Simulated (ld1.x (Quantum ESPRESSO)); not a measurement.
# Pseudopotential generation for ruthenium: TM, PBE

Do these settings give a usable potential? It is generated, then checked for transferability, scattering, ghosts and hardness.

Program: ld1.x (Quantum ESPRESSO) 7.5. Reference atom: PBE, scalar-relativistic, spherical and spin-unpolarised. All values are calculated.

## 1. Settings

The settings as typed:

```
element                 : ruthenium (Ru, Z = 44)
type                    : norm-conserving Troullier–Martins (Kleinman–Bylander form)
frozen core             : [Kr]
valence charge          : 8
reference configuration : 4d7 5s0 5p0 (charge +1)
partial waves           : 5s (bound, empty): rc 2.20 bohr; 4d (bound): rc 2.00 bohr; 5p (bound, empty): rc 2.30 bohr
local potential         : the p channel
core correction         : Bessel-smoothed model core, default radius (core density twice the valence density)
```

## 2. The generation run

Ru.in

```
 &input
   title='Ru', zed=44., rel=1, dft='PBE', iswitch=3,
   config='[Kr] 4d7 5s0 5p0',
   nld=3, rlderiv=2.50, eminld=-3.0, emaxld=5.0, deld=0.02
 /
 &inputp
   pseudotype=2, tm=.true., lloc=1,
   nlcc=.true., new_core_ps=.true.,
   file_pseudopw='Ru.UPF', file_wfcaegen='ae.wfc', file_wfcncgen='nc.wfc', file_beta='beta', file_chi='chi'
 /
3
5S  1  0   0.00   0.00  2.20  2.20  0.0
4D  3  2   7.00   0.00  2.00  2.00  0.0
5P  2  1   0.00   0.00  2.30  2.30  0.0
 &test
   configts(1)='4d7 5s0 5p0'
 /
```

The run is started by

```bash
$ ld1.x < Ru.in > Ru.out
```

The output, Ru.out (without the banner and most projector matrices):

```text
     Program LD1 v.7.5
     --------------------------- All-electron run ----------------------------

     Ru
     scalar relativistic calculation

     atomic number is 44.00
     dft =PBE   lsd =0 sic =0 latt =0  beta=0.20 tr2=1.0E-14
     Exchange-correlation= PBE
                           (   1   4   3   4   0   0   0)
     mesh =1233 r(mesh) = 101.06970 a.u. xmin = -7.00 dx = 0.01250
     1 Ry =  13.60569312 eV, c = 137.03599908

     n l     nl                  e(Ry)          e(Ha)          e(eV)
     1 0     1S 1( 2.00)     -1612.9276      -806.4638    -21944.9979
     2 0     2S 1( 2.00)      -232.3617      -116.1809     -3161.4426
     2 1     2P 1( 6.00)      -208.1583      -104.0792     -2832.1381
     3 0     3S 1( 2.00)       -41.3618       -20.6809      -562.7566
     3 1     3P 1( 6.00)       -33.4077       -16.7038      -454.5347
     4 0     4S 1( 2.00)        -6.1572        -3.0786       -83.7727
     4 1     4P 1( 6.00)        -3.9581        -1.9790       -53.8525
     3 2     3D 1(10.00)       -20.6104       -10.3052      -280.4186
     4 2     4D 1( 7.00)        -0.9219        -0.4609       -12.5430
     5 0     5S 1( 0.00)        -0.7714        -0.3857       -10.4957
     5 1     5P 1( 0.00)        -0.4498        -0.2249        -6.1204

     final scf error:  1.4E-15 reached in  33 iterations

     Etot =   -9060.974636 Ry,   -4530.487318 Ha, -123280.840289 eV

     Ekin =    9369.976327 Ry,    4684.988164 Ha,  127485.022478 eV
     Encl =  -21835.090324 Ry,  -10917.545162 Ha, -297081.538259 eV
     Eh   =    3670.593462 Ry,    1835.296731 Ha,   49940.968223 eV
     Exc  =    -266.454101 Ry,    -133.227051 Ha,   -3625.292731 eV

     normalization and overlap integrals

     s(1S/1S) =  1.000000  <r> =   0.0334  <r2> =    0.0015  r(max) =   0.0216
     s(2S/2S) =  1.000000  <r> =   0.1457  <r2> =    0.0250  r(max) =   0.1229
     s(2P/2P) =  1.000000  <r> =   0.1270  <r2> =    0.0197  r(max) =   0.0981
     s(3S/3S) =  1.000000  <r> =   0.4027  <r2> =    0.1856  r(max) =   0.3600
     s(3P/3P) =  1.000000  <r> =   0.4030  <r2> =    0.1888  r(max) =   0.3555
     s(4S/4S) =  1.000000  <r> =   1.0197  <r2> =    1.1789  r(max) =   0.9193
     s(4P/4P) =  1.000000  <r> =   1.1293  <r2> =    1.4633  r(max) =   0.9785
     s(3D/3D) =  1.000000  <r> =   0.3841  <r2> =    0.1767  r(max) =   0.3022
     s(4D/4D) =  1.000000  <r> =   1.6422  <r2> =    3.3079  r(max) =   1.2102
     s(5S/5S) =  1.000000  <r> =   3.0598  <r2> =   10.6397  r(max) =   2.5943
     s(5P/5P) =  1.000000  <r> =   3.9514  <r2> =   17.8269  r(max) =   3.3311

     ------------------------ End of All-electron run ------------------------

     --------------------- Generating NC pseudopotential ---------------------

      Generating local pot.: lloc=1, matching radius rcloc =   2.3000

      Computing core charge for nlcc:

       r > 1.10 : true rho core
      Core charge pseudized with two Bessel functions
      Integrated core pseudo-charge :  11.47

      Wfc   5S  rcut= 2.205  Using Troullier-Martins method

      Wfc   4D  rcut= 1.995  Using Troullier-Martins method

     ------------------- End of pseudopotential generation -------------------

     [... the all-electron block is printed once more ...]


     Computing logarithmic derivative in   2.51451
     Computing logarithmic derivative in   2.51451
     Computing the partial wave expansion
     R is outside the sphere for l=    0 j= 0.00
       no projector for channel:   1
     R is outside the sphere for l=    2 j= 0.00

     ---------------------- Testing the pseudopotential ----------------------

     Ru
     scalar relativistic calculation

     atomic number is 44.00   valence charge is  8.00
     dft =PBE   lsd =0 sic =0 latt =0  beta=0.20 tr2=1.0E-14
     mesh =1233 r(mesh) = 101.06970 xmin = -7.00 dx = 0.01250

     n l     nl             e AE (Ry)        e PS (Ry)    De AE-PS (Ry)
     3 2     4D   1( 7.00)       -0.92189       -0.92190        0.00000
     1 0     5S   1( 0.00)       -0.77142       -0.77142        0.00000
     2 1     5P   1( 0.00)       -0.44984       -0.44984       -0.00000

     eps = 7.7E-16  iter =  4

     Etot =   -9060.974636 Ry,   -4530.487318 Ha, -123280.840289 eV
     Etotps =   -51.416177 Ry,     -25.708089 Ha,    -699.552729 eV

     Ekin =      33.735435 Ry,      16.867718 Ha,     458.993978 eV
     Encl =     -54.410166 Ry,     -27.205083 Ha,    -740.288020 eV
     Ehrt =      27.071985 Ry,      13.535992 Ha,     368.333115 eV
     Ecxc =     -28.116953 Ry,     -14.058476 Ha,    -382.550629 eV
     (Ecc =     -18.732925 Ry,      -9.366463 Ha,    -254.874431 eV)
     Epseu=     -29.696479 Ry,     -14.848239 Ha,    -404.041173 eV

     ---------------------- End of pseudopotential test ----------------------
```

Run time: 1.1 s. Hardware: 1 thread of Neoverse-V2, shared host. This counts the later configuration tests of the new file too.

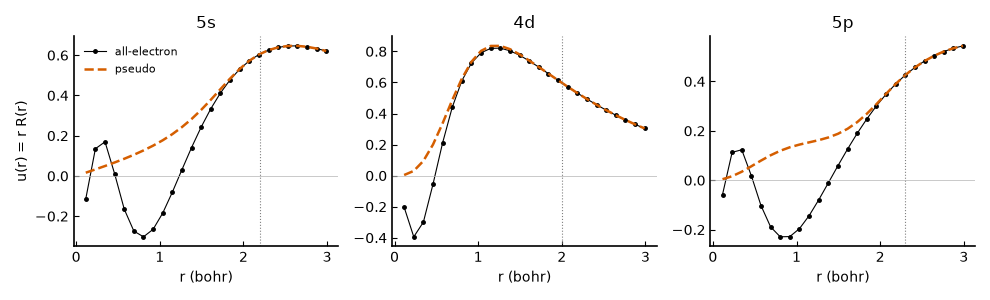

All-electron and pseudo partial waves (5s, 4d, 5p), with the matching radii dotted. The curves join 26 sampled radii, too few to resolve the innermost nodes.

## 3. Testing the new file in other configurations

Ru.test.in

```
 &input
   title='Ru', zed=44., rel=1, dft='PBE', iswitch=2,
   config='[Kr] 4d7 5s0 5p0'
 /
 &test
   file_pseudo='Ru.UPF', nconf=8,
   configts(1)='4d7 5s0 5p0',
   configts(2)='4d7 5s1 5p0',
   configts(3)='4d6 5s0 5p0',
   configts(4)='4d5 5s0 5p0',
   configts(5)='4d7 5s0.5 5p0',
   configts(6)='4d7.5 5s0.5 5p0',
   configts(7)='4d6 5s1 5p0',
   configts(8)='4d7 5s0 5p1'
 /
```

The run is started by

```bash
$ ld1.x < Ru.test.in > Ru.test.out
```

Ru.test.out, the pseudopotential blocks:

```text
     ---------------------- Testing the pseudopotential ----------------------

     Ru
     scalar relativistic calculation

     atomic number is 44.00   valence charge is  8.00
     dft =PBE   lsd =0 sic =0 latt =0  beta=0.20 tr2=1.0E-14
     mesh =1233 r(mesh) = 101.06970 xmin = -7.00 dx = 0.01250

     n l     nl             e AE (Ry)        e PS (Ry)    De AE-PS (Ry)
     3 2     4D   1( 7.00)       -0.92189       -0.92190        0.00000
     1 0     5S   1( 0.00)       -0.77142       -0.77142        0.00000
     2 1     5P   1( 0.00)       -0.44984       -0.44984       -0.00000

     eps = 3.6E-16  iter =  4

     Etot =   -9060.974636 Ry,   -4530.487318 Ha, -123280.840289 eV
     Etotps =   -51.416177 Ry,     -25.708089 Ha,    -699.552732 eV

     Ekin =      33.735435 Ry,      16.867717 Ha,     458.993975 eV
     Encl =     -54.410166 Ry,     -27.205083 Ha,    -740.288019 eV
     Ehrt =      27.071985 Ry,      13.535992 Ha,     368.333115 eV
     Ecxc =     -28.116953 Ry,     -14.058476 Ha,    -382.550629 eV
     (Ecc =     -18.732925 Ry,      -9.366463 Ha,    -254.874431 eV)
     Epseu=     -29.696479 Ry,     -14.848239 Ha,    -404.041174 eV

     ---------------------- End of pseudopotential test ----------------------

     ---------------------- Testing the pseudopotential ----------------------

     Ru
     [...]
     n l     nl             e AE (Ry)        e PS (Ry)    De AE-PS (Ry)
     3 2     4D   1( 7.00)       -0.38235       -0.38334        0.00099
     1 0     5S   1( 1.00)       -0.31159       -0.31013       -0.00146
     2 1     5P   1( 0.00)       -0.06706       -0.06678       -0.00028

     eps = 7.0E-15  iter =  8

     Etot =   -9061.510603 Ry,   -4530.755302 Ha, -123288.132501 eV
     Etotps =   -51.951364 Ry,     -25.975682 Ha,    -706.834313 eV
     dEtot_ae =      -0.535968 Ry
     dEtot_ps =      -0.535186 Ry,   Delta E=      -0.000781 Ry

     [...]
     ---------------------- End of pseudopotential test ----------------------

     ---------------------- Testing the pseudopotential ----------------------

     Ru
     [...]
     n l     nl             e AE (Ry)        e PS (Ry)    De AE-PS (Ry)
     3 2     4D   1( 6.00)       -1.77401       -1.80440        0.03039  !
     1 0     5S   1( 0.00)       -1.40128       -1.40423        0.00295
     2 1     5P   1( 0.00)       -0.98924       -0.99547        0.00624  !

     eps = 1.7E-15  iter =  7

     Etot =   -9059.637961 Ry,   -4529.818980 Ha, -123262.653900 eV
     Etotps =   -50.065958 Ry,     -25.032979 Ha,    -681.182065 eV
     dEtot_ae =       1.336675 Ry
     dEtot_ps =       1.350219 Ry,   Delta E=      -0.013544 Ry

     [...]
     ---------------------- End of pseudopotential test ----------------------

     ---------------------- Testing the pseudopotential ----------------------

     Ru
     [...]
     n l     nl             e AE (Ry)        e PS (Ry)    De AE-PS (Ry)
     3 2     4D   1( 5.00)       -2.74533       -2.82069        0.07536  !
     1 0     5S   1( 0.00)       -2.11289       -2.12181        0.00891  !
     2 1     5P   1( 0.00)       -1.61922       -1.66793        0.04871  !

     eps = 9.5E-16  iter =  7

     Etot =   -9057.387242 Ry,   -4528.693621 Ha, -123232.031306 eV
     Etotps =   -47.762933 Ry,     -23.881467 Ha,    -649.847809 eV
     dEtot_ae =       3.587394 Ry
     dEtot_ps =       3.653244 Ry,   Delta E=      -0.065850 Ry

     [...]
     ---------------------- End of pseudopotential test ----------------------

     ---------------------- Testing the pseudopotential ----------------------

     Ru
     [...]
     n l     nl             e AE (Ry)        e PS (Ry)    De AE-PS (Ry)
     3 2     4D   1( 7.00)       -0.64088       -0.64112        0.00024
     1 0     5S   1( 0.50)       -0.53337       -0.53240       -0.00097
     2 1     5P   1( 0.00)       -0.24815       -0.24776       -0.00039

     eps = 1.1E-15  iter =  7

     Etot =   -9061.300168 Ry,   -4530.650084 Ha, -123285.269375 eV
     Etotps =   -51.741509 Ry,     -25.870754 Ha,    -703.979091 eV
     dEtot_ae =      -0.325532 Ry
     dEtot_ps =      -0.325331 Ry,   Delta E=      -0.000200 Ry

     [...]
     ---------------------- End of pseudopotential test ----------------------

     ---------------------- Testing the pseudopotential ----------------------

     Ru
     [...]
     n l     nl             e AE (Ry)        e PS (Ry)    De AE-PS (Ry)
     3 2     4D   1( 7.50)       -0.30249       -0.29751       -0.00499
     1 0     5S   1( 0.50)       -0.27921       -0.27942        0.00020
     2 1     5P   1( 0.00)       -0.05202       -0.05297        0.00095

     eps = 3.8E-16  iter = 10

     Etot =   -9061.533934 Ry,   -4530.766967 Ha, -123288.449923 eV
     Etotps =   -51.973819 Ry,     -25.986909 Ha,    -707.139831 eV
     dEtot_ae =      -0.559298 Ry
     dEtot_ps =      -0.557641 Ry,   Delta E=      -0.001656 Ry

     [...]
     ---------------------- End of pseudopotential test ----------------------

     ---------------------- Testing the pseudopotential ----------------------

     Ru
     [...]
     n l     nl             e AE (Ry)        e PS (Ry)    De AE-PS (Ry)
     3 2     4D   1( 6.00)       -1.13202       -1.15818        0.02616  !
     1 0     5S   1( 1.00)       -0.86537       -0.86444       -0.00093
     2 1     5P   1( 0.00)       -0.51463       -0.51420       -0.00043

     eps = 7.0E-16  iter = 11

     Etot =   -9060.767382 Ry,   -4530.383691 Ha, -123278.020454 eV
     Etotps =   -51.196412 Ry,     -25.598206 Ha,    -696.562668 eV
     dEtot_ae =       0.207254 Ry
     dEtot_ps =       0.219766 Ry,   Delta E=      -0.012512 Ry

     [...]
     ---------------------- End of pseudopotential test ----------------------

     ---------------------- Testing the pseudopotential ----------------------

     Ru
     [...]
     n l     nl             e AE (Ry)        e PS (Ry)    De AE-PS (Ry)
     3 2     4D   1( 7.00)       -0.49723       -0.49903        0.00181
     1 0     5S   1( 0.00)       -0.39102       -0.39061       -0.00042
     2 1     5P   1( 1.00)       -0.12647       -0.12643       -0.00004

     eps = 6.7E-15  iter = 10

     Etot =   -9061.256214 Ry,   -4530.628107 Ha, -123284.671360 eV
     Etotps =   -51.697696 Ry,     -25.848848 Ha,    -703.382992 eV
     dEtot_ae =      -0.281579 Ry
     dEtot_ps =      -0.281519 Ry,   Delta E=      -0.000060 Ry

     [...]
     ---------------------- End of pseudopotential test ----------------------
```

Energies count from the reference configuration 4d7 5s0 5p0; the error is all-electron less pseudo.

| valence configuration | charge | ΔE all-electron (eV) | error AE − PS (meV) |
| --- | --- | --- | --- |
| 4d7 5s1 5p0 | 0 | -7.292 | -11 |
| 4d6 5s0 5p0 | +2 | 18.186 | -184 |
| 4d5 5s0 5p0 | +3 | 48.809 | -896 |
| 4d7 5s0.5 5p0 | +0.5 | -4.429 | -2.7 |
| 4d7.5 5s0.5 5p0 | 0 | -7.610 | -23 |
| 4d6 5s1 5p0 | +1 | 2.820 | -170 |
| 4d7 5s0 5p1 | 0 | -3.831 | -0.8 |

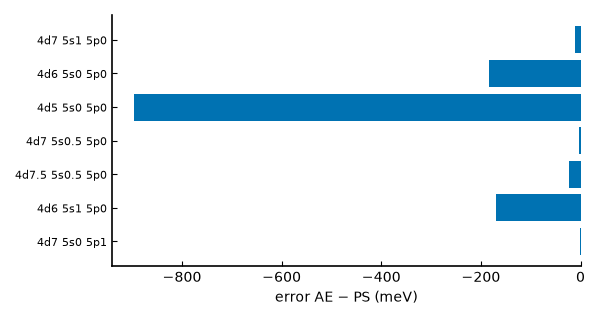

Error of the potential in each test configuration.

## 4. Logarithmic derivatives

Taken from the files of the generation run. The phase is arctan(r·u′/u) with u = r·R, unwrapped, with energies in Ry. A pole is an energy at which the radial function vanishes at the test radius. The pseudo phase is shifted by a multiple of π to meet the all-electron one at the reference energy. Levels narrower than the energy grid can be missing from the poles. The last column is the largest difference on the grid between −1 and +1 Ry.

| channel | radius (bohr) | reference (Ry) | poles AE | poles PS | window around the reference with phases within 0.05 rad (Ry) | largest difference near zero (rad) |
| --- | --- | --- | --- | --- | --- | --- |
| s | 2.52 | -0.77 | 2.20 | 2.37 | the whole range | 0.009 |
| p | 2.52 | -0.45 | 3.53 | 1.47 | below 0.0 | 0.258 |
| d | 2.52 | -0.92 | -0.49 | -0.44 | below 0.2 | 0.105 |

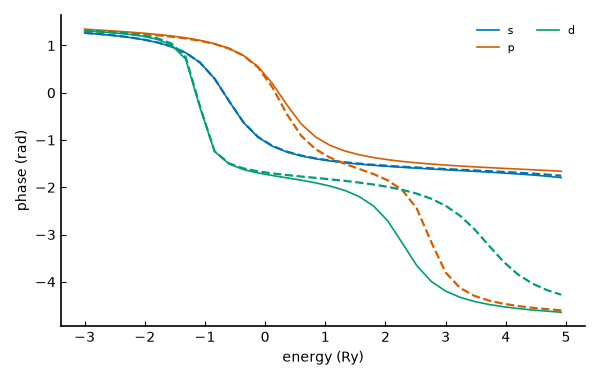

Phases by channel: all-electron solid, pseudo dashed.

## 5. Cutoff and ghost test in a Bessel basis

A separate test, outside the generator: the pseudo-atom's Hamiltonian at the reference potential is diagonalised in spherical Bessel functions j_l(qr) that vanish at 20 bohr, with q² up to the cutoff.

All-electron valence levels (Ry): 5s -0.7714, 4d -0.9219, 5p -0.4498. The lowest levels of each channel (Ry) by cutoff; the last column sums, over occupied levels, occupation times the distance from the level at 400 Ry. A positive value at high cutoff is not a bound level.

```
cutoff (Ry)     s #1     s #2     d #1     p #1     f #1  Σ f·Δε (mRy)
          8  -5.6570  -0.7631  -0.2255  -0.4345  -0.0509        4874.5
         12  -6.7143  -0.7679  -0.3016  -0.4387  -0.0509        4342.2
         18  -6.8015  -0.7706  -0.6169  -0.4480  -0.0509        2135.0
         25  -6.8103  -0.7708  -0.8095  -0.4496  -0.0509         786.8
         30  -6.8112  -0.7711  -0.8789  -0.4496  -0.0509         300.8
         40  -6.8218  -0.7713  -0.9190  -0.4497  -0.0509          20.7
         45  -6.8227  -0.7713  -0.9210  -0.4497  -0.0509           6.1
         50  -6.8235  -0.7714  -0.9218  -0.4498  -0.0509           1.0
         60  -6.8290  -0.7714  -0.9218  -0.4498  -0.0509           0.7
        400  -6.8329  -0.7714  -0.9219  -0.4498  -0.0509           0.0
```

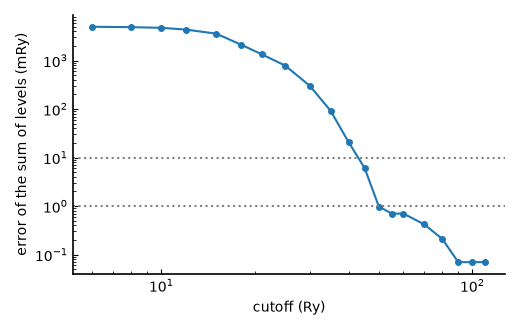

Occupation-weighted error of the valence levels against the cutoff; the dotted lines mark 10 and 1 mRy.

The sum stays within 10 mRy from 45 Ry and within 1 mRy from 50 Ry. The sum leaves out empty levels, which can need more. Ghost test: ghost state, bound below the all-electron valence or empty levels of the same l: s at -93.0 eV.

## 6. Results

| quantity | value |
| --- | --- |
| cutoffs for 10 and 1 mRy, occupied levels | 45 Ry and 50 Ry |
| bound ghosts | s at -92.97 eV |
| largest test error (AE − PS) | -896 meV, for 4d5 5s0 5p0 |
| largest phase difference near zero energy, channels read | 0.258 rad |

What this shows: It has a bound ghost (s), a state that the atom doesn't have, and that rules the file out. By total energies transferability is poor: the largest error is 896 meV on 48.8 eV, for 4d5 5s0 5p0. That test lies far up in energy; among those under 40 eV, nearer to bonding, the largest error is 184 meV. It counts as of middling hardness, with 45 Ry needed at the looser tolerance. Of the channels read, p scatters worst near zero energy, by up to 0.26 rad. In the p channel the atom's pole at 3.53 Ry sits lower, at 1.47 Ry, in the pseudo curve.
